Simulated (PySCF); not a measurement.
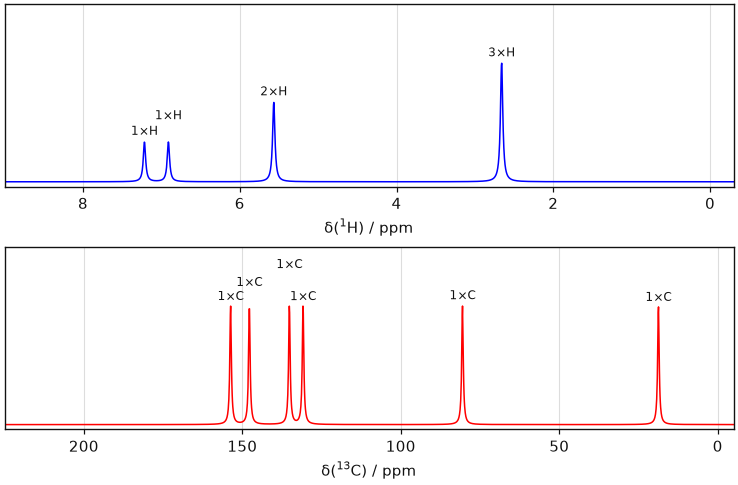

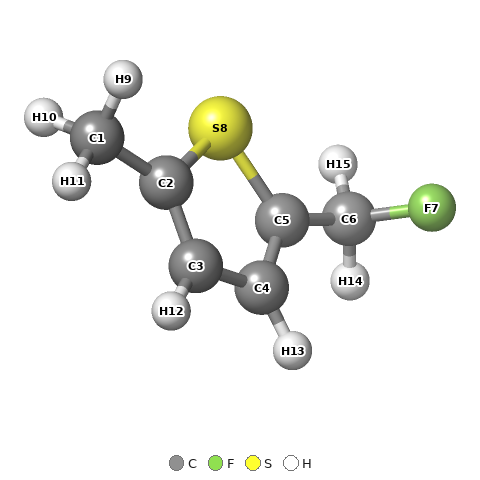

Spectrum and numbered structure of C₆H₇FS, SMILES Cc1ccc(CF)s1. GIAO shifts, PBE0/pcSseg-1, PySCF 2.14.0, at a GFN2-xTB geometry (no frequency check), against TMS for ¹H and TMS for ¹³C computed at the same level. Gas phase, fully decoupled, line heights follow the number of nuclei, widths are arbitrary (no quadrupolar broadening); values of one conformer, averaged over nuclei that symmetry or rotation about single bonds exchange, these motions taken as fast; other conformers aren't averaged in.

> Which ¹H nuclei are the least shielded, and which the most?

Least shielded: H13 at 7.22 ppm. Most shielded: H9, H10 and H11 at 2.66 ppm.

> Which atoms give which ¹³C line?

```csv
δ (ppm),nuclei,atoms
153.7,1,C2
147.8,1,C5
135.1,1,C4
130.8,1,C3
80.5,1,C6
18.7,1,C1
```

Note: the tight-binding geometry is rougher than a DFT one and adds to the error.
